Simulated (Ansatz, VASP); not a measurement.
# Cross-check of CdTe between VASP and Ansatz, part 2 of 2

One calculation is typed for both programs; each brings its own data sets. How far apart do they land? The cell is taken from a series of VASP runs on this material, whose earlier steps may have relaxed, scaled or displaced it; both programs get it as it stands. Valence electrons are named where the data sets of a main pair hold unlike numbers.

VASP 6.6.1 and Ansatz 0.2.0.

So far. Step 2 (Ansatz: single point, LDA): The run ends at a pressure of 0.04 GPa.

**6. VASP: band structure, LDA**

Level of this step: LDA; plane waves and PAW (Cd, Te) (VASP).

The same cell, functional (in two slightly different forms), mesh and smearing now go to VASP, with its own data sets.

The input, INCAR:

```
SYSTEM = CdTe
PREC = Accurate
ENCUT = 400
EDIFF = 1E-06
NELM = 100
ISMEAR = 0
SIGMA = 0.05
LREAL = .FALSE.
ALGO = Normal
GGA = CA
NBANDS = 21
LORBIT = 11
LWAVE = .FALSE.
LCHARG = .FALSE.
KPAR = 2
```

The input, POSCAR:

```
CdTe
1.0
    0.0000000000      3.2050000000      3.2050000000
    3.2050000000      0.0000000000      3.2050000000
    3.2050000000      3.2050000000      0.0000000000
Cd Te
1 1
Direct
    0.0000000000      0.0000000000      0.0000000000
    0.2500000000      0.2500000000      0.2500000000
```

The input, KPOINTS:

```
Automatic mesh
0
Gamma
5 5 5
0 0 0
```

The input, KPOINTS_OPT:

```
Line mode
16
Line-mode
Reciprocal
  0.00000000   0.00000000   0.00000000 GAMMA
  0.50000000   0.00000000   0.50000000 X

  0.50000000   0.00000000   0.50000000 X
  0.50000000   0.25000000   0.75000000 W

  0.50000000   0.25000000   0.75000000 W
  0.37500000   0.37500000   0.75000000 K

  0.37500000   0.37500000   0.75000000 K
  0.00000000   0.00000000   0.00000000 GAMMA

  0.00000000   0.00000000   0.00000000 GAMMA
  0.50000000   0.50000000   0.50000000 L

  0.50000000   0.50000000   0.50000000 L
  0.62500000   0.25000000   0.62500000 U

  0.62500000   0.25000000   0.62500000 U
  0.50000000   0.25000000   0.75000000 W

  0.50000000   0.25000000   0.75000000 W
  0.50000000   0.50000000   0.50000000 L

  0.50000000   0.50000000   0.50000000 L
  0.37500000   0.37500000   0.75000000 K

  0.62500000   0.25000000   0.62500000 U
  0.50000000   0.00000000   0.50000000 X
```

The projector-augmented-wave data sets are Cd and Te (LDA family, release 64).

On the command line:

```console
$ mpirun -np 2 vasp_std
```

Numbers of over 12 decimals in the logs are rounded to 6 here.

The log of the run:

```text
[banner, memory and clock lines left out]
running    2 mpi-ranks, on    1 nodes
[...]
LDA part: xc-table for (Slater(with rela. corr.)+CA(PZ))
 , standard interpolation
 POSCAR, INCAR and KPOINTS ok, starting setup
[...]
entering main loop
       N       E                     dE             d eps       ncg     rms          rms(c)
DAV:   1     0.895208091760E+02    0.89521E+02   -0.71072E+03   444   0.600E+02
DAV:   2    -0.296068406844E+01   -0.92481E+02   -0.87435E+02   470   0.181E+02
DAV:   3    -0.624415358824E+01   -0.32835E+01   -0.32694E+01   490   0.348E+01
DAV:   4    -0.627614965384E+01   -0.31996E-01   -0.31993E-01   541   0.307E+00
[...]
DAV:  10    -0.602742488257E+01    0.93263E-05   -0.77473E-05   498   0.813E-02    0.498E-02
DAV:  11    -0.602742793265E+01   -0.30501E-05   -0.20030E-05   508   0.327E-02    0.288E-02
DAV:  12    -0.602742742039E+01    0.51226E-06   -0.11617E-06   414   0.105E-02
   1 F= -.60274274E+01 E0= -.60274274E+01  d E =-.258223E-19
 Start KPOINTS_OPT (optional k-point list driver)
k-point batch [1-10\160]
       N       E                     dE             ncg
DAV:   1     0.372390419129E+03   -0.94826E+03      428
DAV:   2    -0.625271152923E+03   -0.99766E+03      485
DAV:   3    -0.664026391913E+03   -0.38755E+02      475
DAV:   4    -0.664352166077E+03   -0.32577E+00      532
DAV:   5    -0.664356326281E+03   -0.41602E-02      500
DAV:   6    -0.664356442676E+03   -0.11640E-03      542
DAV:   7    -0.664356445859E+03   -0.31829E-05      465
DAV:   8    -0.664356445953E+03   -0.94223E-07      353
[...]
k-point batch [151-160\160]
       N       E                     dE             ncg
DAV:   1     0.186882021270E+03   -0.50150E+04      444
DAV:   2    -0.719999143661E+03   -0.90688E+03      470
DAV:   3    -0.753224847357E+03   -0.33226E+02      523
DAV:   4    -0.753554352325E+03   -0.32950E+00      570
DAV:   5    -0.753555243245E+03   -0.89092E-03      547
DAV:   6    -0.753555253308E+03   -0.10063E-04      549
DAV:   7    -0.753555253422E+03   -0.11435E-06      483
```

From OUTCAR (step 6):

```text
  Total       -0.0027873     -0.0027873     -0.0027873     -0.0000000      0.0000000     -0.0000000
  in kB       -0.0678233     -0.0678233     -0.0678233     -0.0000000      0.0000000     -0.0000000
  external PRESSURE =      -0.0678233 kB  Pullay stress =       0.0000000 kB

  FREE ENERGIE OF THE ION-ELECTRON SYSTEM (eV)
  ---------------------------------------------------
  free  energy   TOTEN  =        -6.0274274204 eV

  energy  without entropy=       -6.0274274204  energy(sigma->0) =       -6.02742742

[... 2 parts as in an earlier step ...]

[... 2 further parts left out ...]
[key lines of the parts left out:]
E-fermi :   2.7847
```

The run ends at a pressure of -0.01 GPa.

**7. Differences**

What differs besides the data sets and the points named for the pairs above, as far as they apply: the data sets hold 36 valence electrons in Ansatz (on its default PAW (the set named soft_2) files) and 18 in VASP. Total energies have different zeros and are not compared.

The two programs side by side:

```csv
quantity,Ansatz,VASP,difference
pressure (GPa),0.04,-0.01,+0.05
gap over the path points (eV),0.604,0.645,-0.041
```

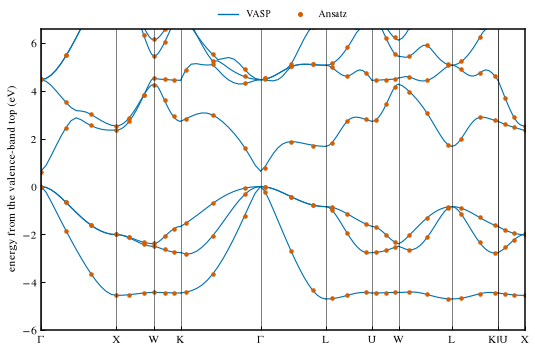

Bands from VASP (lines) and levels from Ansatz (dots). Dots without a line are higher empty bands that the VASP plot leaves out.

Levels at points of the path, from each program's valence-band top (eV; 4 filled, then empty):

| k (reciprocal lattice) | Ansatz | VASP |
| --- | --- | --- |
| 0.000 0.000 0.000 | -8.11 0.00 0.00 0.00 0.60 4.51 4.51 | -8.13 0.00 0.00 0.00 0.65 4.47 4.47 |
| 0.167 0.000 0.167 | -8.10 -1.85 -0.66 -0.66 2.44 3.54 5.50 | -8.13 -1.84 -0.66 -0.66 2.47 3.52 5.47 |
| 0.333 0.000 0.333 | -7.92 -3.66 -1.61 -1.61 2.56 3.01 7.29 | -7.94 -3.66 -1.62 -1.62 2.54 3.01 7.29 |
| 0.500 0.000 0.500 | -7.60 -4.54 -2.00 -2.00 2.38 2.55 8.78 | -7.61 -4.55 -2.01 -2.01 2.36 2.53 8.82 |
| 0.500 0.083 0.583 | -7.58 -4.52 -2.13 -2.10 2.72 2.87 8.07 | -7.59 -4.52 -2.14 -2.11 2.71 2.86 8.06 |
| 0.500 0.183 0.683 | -7.52 -4.45 -2.41 -2.32 3.83 3.84 6.32 | -7.53 -4.45 -2.42 -2.33 3.83 3.83 6.31 |
| 0.500 0.250 0.750 | -7.50 -4.42 -2.49 -2.38 4.26 4.55 5.46 | -7.52 -4.43 -2.50 -2.39 4.27 4.54 5.45 |
| 0.450 0.300 0.750 | -7.52 -4.43 -2.63 -2.08 3.60 4.48 6.05 | -7.53 -4.43 -2.64 -2.09 3.60 4.48 6.04 |
| 0.408 0.342 0.750 | -7.54 -4.44 -2.72 -1.76 2.93 4.45 6.87 | -7.55 -4.45 -2.74 -1.77 2.92 4.45 6.86 |
| 0.350 0.350 0.700 | -7.56 -4.41 -2.81 -1.52 2.84 4.89 7.07 | -7.57 -4.41 -2.82 -1.53 2.83 4.89 7.04 |

Among the levels compared at these points, filled levels agree within 25 meV and empty ones within 43 meV. Ansatz's pressure holds a Pulay correction of 0.03 GPa; VASP's holds none.

**8. Summary of results**

| Property | Result |
| --- | --- |
| difference in gap on the k mesh (single point, LDA) | -0.041 eV |
| largest difference of a filled level at the path points (band structure, LDA) | 25 meV |
| difference in gap over the path points (band structure, LDA) | -0.041 eV |

In words: The difference in gap on the k mesh is -0.041 eV (single point, LDA), within the 0.08 eV picked in this series as the mark of a large difference. The data sets hold unlike numbers of valence electrons (36 in Ansatz and 18 in VASP), so part of the differences comes from the potentials. Such differences can come from data sets, numerical settings and the points named under the comparisons, not from the functional's error against experiment.

[Lines on the potential files, build, host, timing and source positions are cut from VASP's logs without a mark.]

[Logs are printed without paths, hosts, clocks, repeated set-up lines and the standing remarks that a program may print on its own settings, such as how far it seeks lower states.]

[Hosts, paths, dates, database ids (printed as entryN), source tags and the programs' standing remarks are cut or masked in the printed files.]
